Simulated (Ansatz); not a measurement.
Start from GaP in the zinc blende structure (space group F-43m, No. 216; a = 5.4385 Å).

Modification: In replaces 50.0 % of the Ga, ordered in a cell of 8 atoms (starting symmetry Cm) and fully relaxed.

The values are results of PBEsol/PAW in Ansatz (a program for electronic structure), scalar-relativistic without spin-orbit coupling, not measurements.

The zone is the changed cell's own and can be folded.

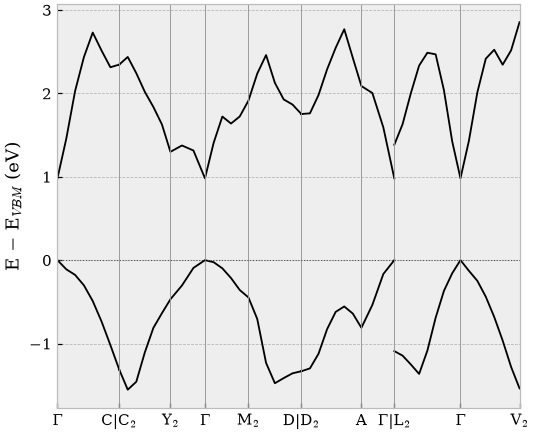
Figure. Highest valence and lowest conduction band along the path of the changed cell's own zone

Question: From the figure, how large is the changed gap, and is it direct?

Answer: About 1.0 eV, direct at Γ.

These are small ordered cells, not random alloys; other orderings at the same x differ. Stability against distortions was not tested. k-point labels follow each cell's own Brillouin zone.
